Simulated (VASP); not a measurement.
Band structure of GaN (zinc blende). Level of theory: TPSS meta-GGA, VASP's PBE PAW potentials (set 64) (plane waves; VASP 6.6.1).

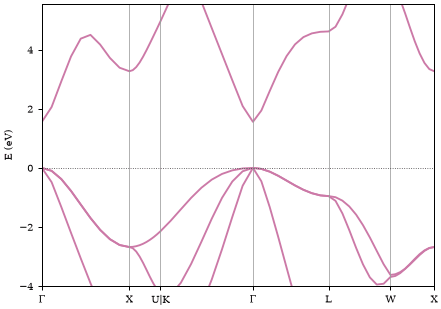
Figure. Bands along high-symmetry lines, zero at the valence-band maximum or, without a gap, the Fermi level

Q: Read the plot: is there a gap, and where are the band edges?

A: The gap is direct, 1.56 eV, from the valence maximum at Γ to the conduction minimum at Γ.

The compound is GaN in the zinc blende structure, a metastable form; wurtzite is the usual one. It was relaxed first.
